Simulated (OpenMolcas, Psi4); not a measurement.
Exact exchange and the dipole moment of LiF

The species is LiF (2 atoms), meant as a singlet with charge 0. As SMILES, `[Li][F]`. The coordinates come from a PBE0-D4/def2-TZVP relaxation.

The dipole moment y, in D, basis cc-pVTZ; a is the functional's share of exact exchange. Programs: OpenMolcas 26.06, Psi4 1.11.

| functional | program | a | y (D) |
| --- | --- | --- | --- |
| BLYP | OpenMolcas | 0 | 5.96 |
| TPSS | OpenMolcas | 0 | 6.03 |
| TPSSh | Psi4 | 0.1 | 6.09 |
| B3LYP | OpenMolcas | 0.2 | 6.10 |
| PBE0 | OpenMolcas | 0.25 | ? |
| BHLYP | OpenMolcas | 0.5 | 6.24 |

Question: Fit y = c + s·a to the known rows and predict PBE0.

Answer: 
1. Means of the 5 rows: a = 0.1600, y = 6.084.
2. Σ(Δa)² = 0.172, Σ(Δa·Δy) = 0.0818, so the slope is 0.0818/0.172 = 0.47558.
3. Intercept: 6.084 − (0.47558) × 0.1600 = 6.008. The largest residual of the fit is 0.048.
4. PBE0: 6.008 + (0.47558) × 0.25 = 6.13 D.

The run gave 6.14 D, so the prediction is off by -0.01 D, within the largest residual. More exact exchange makes the molecule more polar here. The rows mix families of semi-local functionals, which the line can't see.

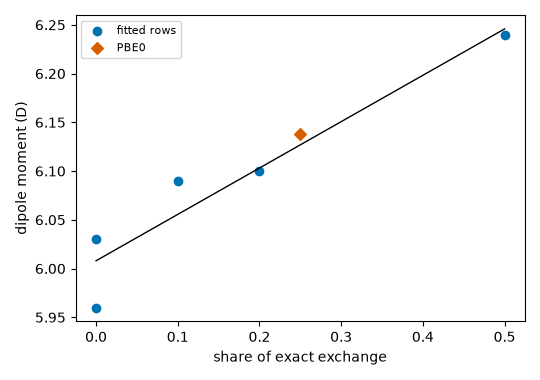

The fitted line, with the withheld row.
